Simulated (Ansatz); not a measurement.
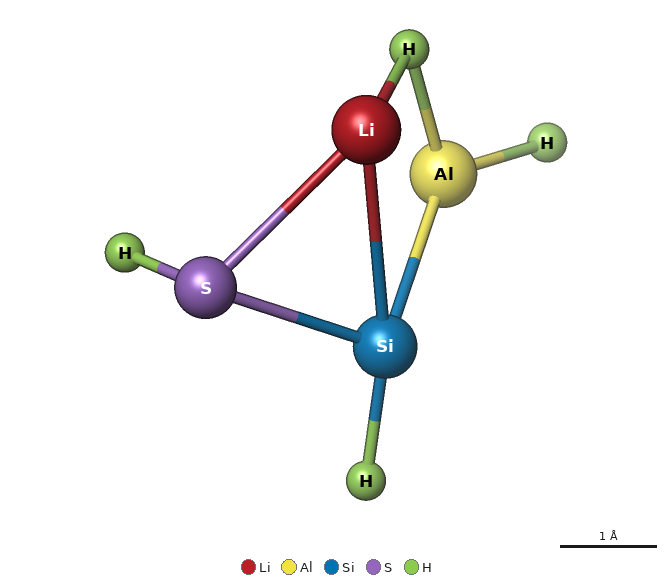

Distant atoms are faded towards the background colour. The computed structure is the end point of a PBE0-D4/def2-TZVP optimisation. No frequency run is at hand to confirm it as a minimum. Masses are those of the most abundant isotopes; constants are for the rigid equilibrium geometry.

Question: What kind of rotor is it, and what are its rotational constants in cm⁻¹?

Answer: An asymmetric top (C1): A = 0.237, B = 0.0740, C = 0.0629 cm⁻¹. Ray's parameter κ is −0.87, close to the prolate limit.
